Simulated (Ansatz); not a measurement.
# FH₅OSi₂: what the fields show

The calculation's input:

```
crystal:
  periodic: [false, false, false]
  atoms:
    - { symbol: Si, position_ang: [0.0, 0.0, 0.0] }
    - { symbol: F, position_ang: [0.0, 0.0, 1.59] }
    - { symbol: H, position_ang: [1.3768, 0.0, -0.4862] }
    - { symbol: H, position_ang: [-0.6877, 1.1914, -0.4862] }
    - { symbol: O, position_ang: [-0.7913, -1.3709, -0.5594] }
    - { symbol: Si, position_ang: [-1.673, -2.4329, 0.3983] }
    - { symbol: H, position_ang: [-1.2634, -2.287, 1.792] }
    - { symbol: H, position_ang: [-3.0964, -2.1323, 0.2761] }
    - { symbol: H, position_ang: [-1.4264, -3.8036, -0.0398] }
basis:
  gaussian: { orbitals: "6-31G*" }
hamiltonian:
  xc: pbe
  dispersion: d4
relax:
  f_tol: 0.02
  max_steps: 40
output:
  orbitals: {}
```

Run with:

```sh
ansatz run input.yaml --threads 1 --pin off --max-ram 2048MiB --backend cpu --events-out ev --progress --plain --runs-dir out
```

The fields are those of the run's last geometry, not of the input's.

Method: RKS PBE-D4/6-31G* in Ansatz.

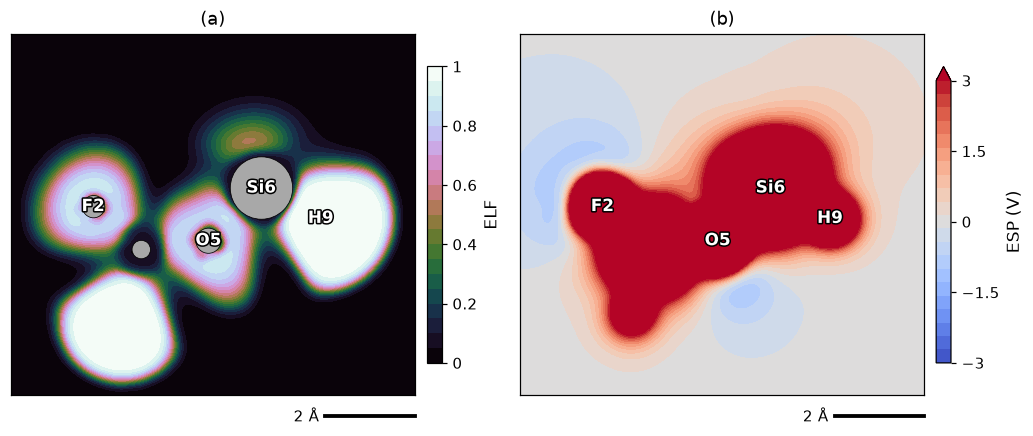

Figure 1. (a) electron localisation function; (b) electrostatic potential on the plane of atoms O5, Si6 and H9. Grey discs cover the atomic cores in the ELF map.

> Describe what can be read from this map.

- Atoms in the plane: F, O, Si and H.
- Si–O (1.68 Å): the ELF peaks at about 0.85 between the atoms; a polar covalent bond.
- Si–H (1.50 Å): the ELF climbs to about 1 towards the hydrogen, as it does in any bond to H.
- The ELF also peaks beside O5 and F2, away from the bonds: lone-pair regions.
- Outside the dense part of the molecule the potential is most negative (−0.9 V) near O5.

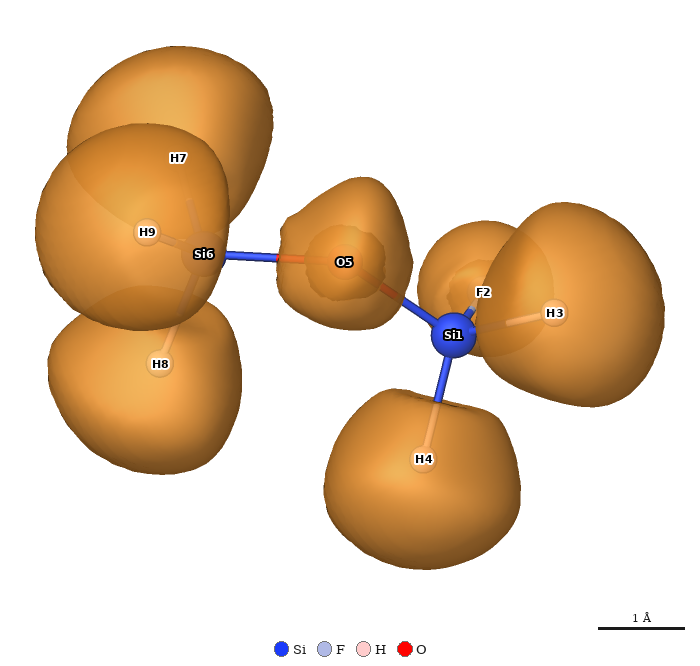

Figure 2. Isosurface of the electron localisation function at 0.75 (orange), seen at an oblique angle. Core shells and regions of very low density are left out.

> What do the ELF domains correspond to?

At this value the surface marks out five regions around hydrogen nuclei, one region on O in which the atom's valence shell and bonds are merged and one region wrapped around F (its lone pairs, merged into a ring or cap).


Si–F (1.62 Å): the ELF peaks at about 0.85 in the valence shell of F, 0.5 Å from its nucleus, and is about 0.50 at the midpoint. Si–O (1.65 Å): the ELF peaks at about 0.85 between the atoms: a shared but strongly polarised pair.

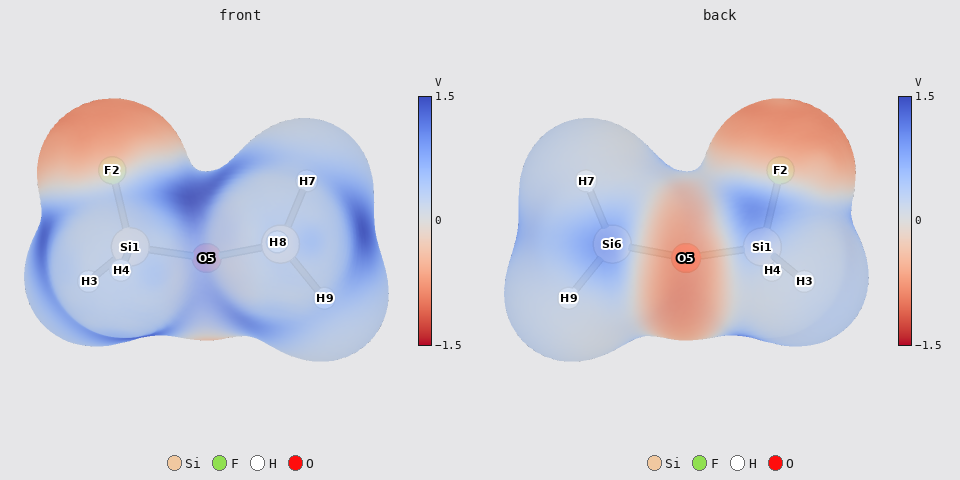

Figure 3. The electrostatic potential painted on the density surface at 0.002 e/bohr³, seen from the front and from behind; red is negative and blue positive.

> Which sites attract a positive test charge, and which a negative one?

A positive charge is drawn to the negative regions and a negative charge to the positive ones. The most negative region (about −0.8 V) lies over F2 and O5, the most positive (about +1.4 V) over Si1 and Si6.
